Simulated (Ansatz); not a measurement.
# CH8BN (SMILES [BH3-][NH2+]C) at BHLYP/cc-pVDZ

What is the vertical ionisation energy of CH8BN at BHLYP/cc-pVDZ? 

The calculation is run with Ansatz 0.2.0.

64 further runs of the same task are left out: 2 that didn't finish, 62 set aside as unsound or not needed.

## Step 1: Starting point

CH8BN has 11 atoms, charge 0, and is taken as a singlet. As SMILES, `[BH3-][NH2+]C`. The shape is that of a PBE0-D4/def2-TZVP optimisation.

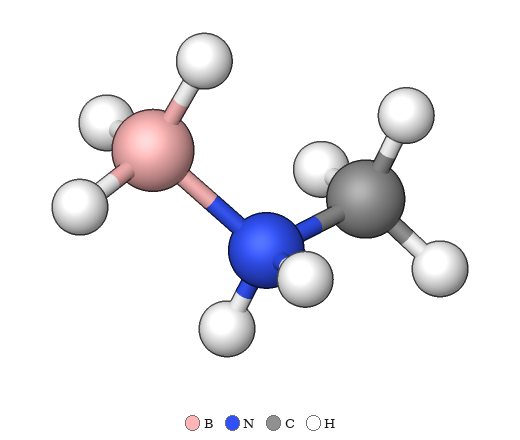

The structure, seen from a chosen angle (boron pink, nitrogen blue, carbon grey, hydrogen white).

## Step 2: The energy at BHLYP/cc-pVDZ

The input, molecule.yaml:

```yaml
crystal:
  periodic: [false, false, false]
  atoms:
    - {symbol: B, position_ang: [-0.828400, 1.032000, -0.205100]}
    - {symbol: "N", position_ang: [-0.349500, -0.497500, 0.070800]}
    - {symbol: C, position_ang: [1.107800, -0.661100, 0.155200]}
    - {symbol: H, position_ang: [-2.040900, 0.991000, -0.245400]}
    - {symbol: H, position_ang: [-0.325100, 1.341700, -1.265700]}
    - {symbol: H, position_ang: [-0.402900, 1.677500, 0.731200]}
    - {symbol: H, position_ang: [-0.783500, -0.815200, 0.932300]}
    - {symbol: H, position_ang: [-0.721000, -1.084700, -0.669900]}
    - {symbol: H, position_ang: [1.475700, -0.024100, 0.957600]}
    - {symbol: H, position_ang: [1.543500, -0.317100, -0.781300]}
    - {symbol: H, position_ang: [1.389800, -1.699400, 0.341100]}
basis:
  gaussian: {orbitals: cc-pVDZ}
hamiltonian: {xc: {name: BHLYP}}
accuracy: high
output: {orbitals: {seedname: orbitals}}
```

Started as:

```console
ansatz run molecule.yaml --threads 1 --pin off --max-ram 3480MiB --events-out events.jsonl --progress --plain --runs-dir runs
```

The log of the run:

```text
Warning: RAYON_NUM_THREADS=1 ignored (pool sized by the plan → 1); use --threads N
Functional definition: BHLYP
  name "BHLYP"
  parameter a = 0.5
  exchange = (1 - a)*b88_x + a*exact_x
  correlation = lyp_c
2051 factors; integrals over basis functions are off by at most 3.4e-9 eV
mean field evaluation 1: about -3328.7833 eV, gradient 3.4e1 eV
mean field evaluation 2: about -3330.2079 eV, gradient 2.6e1 eV
mean field evaluation 4: about -3331.7736 eV, gradient 1.2e0 eV
mean field evaluation 8: about -3331.7753 eV, gradient 9.8e-3 eV
mean field evaluation 16: about -3331.7753 eV, gradient 1.1e-7 eV
mean field -3331.77532762 eV, -122.4404849315 hartree, gradient 2.8e-8 eV, S^2 0.000000; 0 other end points of the search recorded, 0 dependent functions left out
reference -3331.77535436 eV, -122.4404859141 hartree; 13, 13 occupied and 69, 69 virtual orbitals, 2051 factors
Total energy: -3331.77535436 eV, -122.4404859141 hartree
```

It took 5.7 s on 1 thread of Arm Neoverse V2, shared host; peak memory 0.24 GiB.

## Step 3: The doublet cation, same level

The input, input.yaml:

```yaml
crystal:
  periodic: [false, false, false]
  atoms:
    - {symbol: B, position_ang: [-0.828400, 1.032000, -0.205100]}
    - {symbol: N, position_ang: [-0.349500, -0.497500, 0.070800]}
    - {symbol: C, position_ang: [1.107800, -0.661100, 0.155200]}
    - {symbol: H, position_ang: [-2.040900, 0.991000, -0.245400]}
    - {symbol: H, position_ang: [-0.325100, 1.341700, -1.265700]}
    - {symbol: H, position_ang: [-0.402900, 1.677500, 0.731200]}
    - {symbol: H, position_ang: [-0.783500, -0.815200, 0.932300]}
    - {symbol: H, position_ang: [-0.721000, -1.084700, -0.669900]}
    - {symbol: H, position_ang: [1.475700, -0.024100, 0.957600]}
    - {symbol: H, position_ang: [1.543500, -0.317100, -0.781300]}
    - {symbol: H, position_ang: [1.389800, -1.699400, 0.341100]}
basis:
  gaussian: {orbitals: cc-pVDZ}
output: {orbitals: {seedname: orbitals}}
hamiltonian: {xc: {name: BHLYP}}
accuracy: high
total_charge: 1
magnetization: {spin_polarized: true, initial_magnetization: 1}
```

Started as:

```console
ansatz run input.yaml --threads 1 --pin off --max-ram 3480MiB --events-out events.jsonl --progress --plain --runs-dir runs
```

The log of the run:

```text
Warning: RAYON_NUM_THREADS=1 ignored (pool sized by the plan → 1); use --threads N
Functional definition: BHLYP
  name "BHLYP"
  parameter a = 0.5
  exchange = (1 - a)*b88_x + a*exact_x
  correlation = lyp_c
2050 factors; integrals over basis functions are off by at most 3.4e-9 eV
mean field evaluation 1: about -3314.4489 eV, gradient 3.9e1 eV
mean field evaluation 2: about -3314.9667 eV, gradient 3.8e1 eV
mean field evaluation 4: about -3321.3951 eV, gradient 1.2e0 eV
mean field evaluation 8: about -3321.4723 eV, gradient 3.0e-2 eV
mean field evaluation 16: about -3321.4724 eV, gradient 1.3e-3 eV
mean field evaluation 32: about -3321.4741 eV, gradient 1.8e-8 eV
mean field -3321.47405154 eV, -122.0619200180 hartree, gradient 2.5e-8 eV, S^2 0.761553; 2 other end points of the search recorded, 0 dependent functions left out
reference -3321.47407844 eV, -122.0619210068 hartree; 13, 12 occupied and 69, 70 virtual orbitals, 2050 factors
Total energy: -3321.47407844 eV, -122.0619210068 hartree
```

It took 35 s on 1 thread of Arm Neoverse V2, shared host; peak memory 0.35 GiB.

## Step 4: Outcome

At BHLYP/cc-pVDZ:

```
                                          quantity          value
                       singlet CH8BN: total energy  -122.44049 Eh
                        singlet CH8BN: HOMO energy       -8.91 eV
                        singlet CH8BN: LUMO energy        1.60 eV
                      singlet CH8BN: HOMO–LUMO gap       10.51 eV
                      doublet cation: total energy  -122.06192 Eh
doublet cation: HOMO energy (highest over α and β)      -16.30 eV
 doublet cation: LUMO energy (lowest over α and β)      -11.70 eV
                              doublet cation: ⟨S²⟩          0.762
vertical ionisation energy (to the doublet cation)      10.301 eV
```

**Reading.** Removing an electron at fixed nuclei costs 10.30 eV (238 kcal/mol). The negative HOMO energy of the first species, 8.91 eV, lies 1.39 eV below that difference.
